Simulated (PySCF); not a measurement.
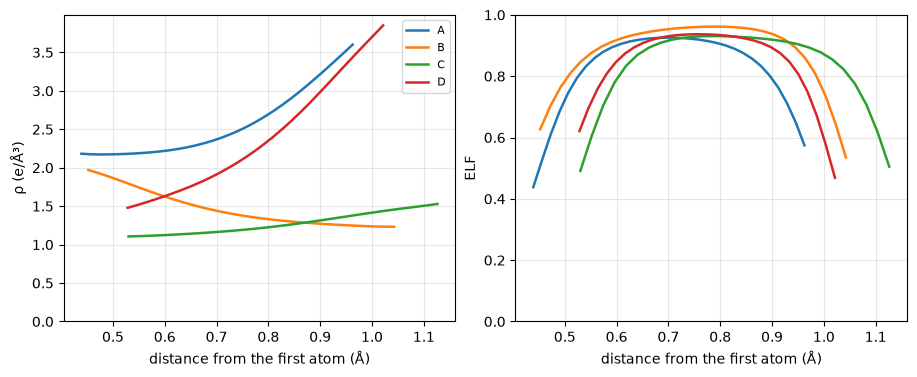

*C$_{3}$H$_{10}$B$_{2}$NS (doublet). Electron density and ELF along straight lines between neighbouring atoms. The curves leave out the atomic cores.*

Geometry: GFN2-xTB.

These are results of PySCF 2.14.0, density-fitted response routines, UKS B3LYP, pcH-1 on B C H N S, non-relativistic, mean-field spin-orbit, GIAO, not measurements.

| atom | x (Å) | y (Å) | z (Å) |
| --- | --- | --- | --- |
| C | -2.8631 | 1.3108 | 0.6933 |
| N | -2.0408 | 0.3288 | 0.2634 |
| B | -0.7882 | 0.4345 | -0.3729 |
| C | -0.0351 | -0.9144 | -0.7684 |
| B | 0.6338 | -1.3992 | 0.5710 |
| S | 2.2328 | -0.9022 | 1.1343 |
| C | 2.8895 | 0.1817 | -0.1835 |
| H | -3.8024 | 1.0691 | 1.1494 |
| H | -2.5654 | 2.3313 | 0.5607 |
| H | -2.4004 | -0.6019 | 0.4396 |
| H | -0.3374 | 1.5026 | -0.5480 |
| H | -0.7480 | -1.6602 | -1.1228 |
| H | 0.6805 | -0.7373 | -1.5700 |
| H | 0.0646 | -2.0955 | 1.3235 |
| H | 2.1856 | 0.9848 | -0.3708 |
| H | 3.0544 | -0.4022 | -1.0837 |
| H | 3.8325 | 0.5813 | 0.1740 |

Question: Which curve belongs to which contact (B–N, B–S, C–B and C–N)? The first atom named is at distance zero.

Answer: Curve A: C–N (1.35 Å): the density is about 2.3 e/Å³ at the midpoint; the ELF peaks at about 0.95 between the atoms (localised, covalent bonding). Curve B: C–B (1.57 Å): ρ at the midpoint is about 1.3 e/Å³; the ELF peaks at about 0.95 between the atoms, as expected for a shared electron pair. Curve C: B–S (1.77 Å): ρ at the midpoint is about 1.3 e/Å³; the ELF peaks at about 0.95 between the atoms (localised, covalent bonding). Curve D: B–N (1.41 Å): the density is about 1.9 e/Å³ at the midpoint; the ELF peaks at about 0.95 between the atoms, as expected for a polar covalent bond.
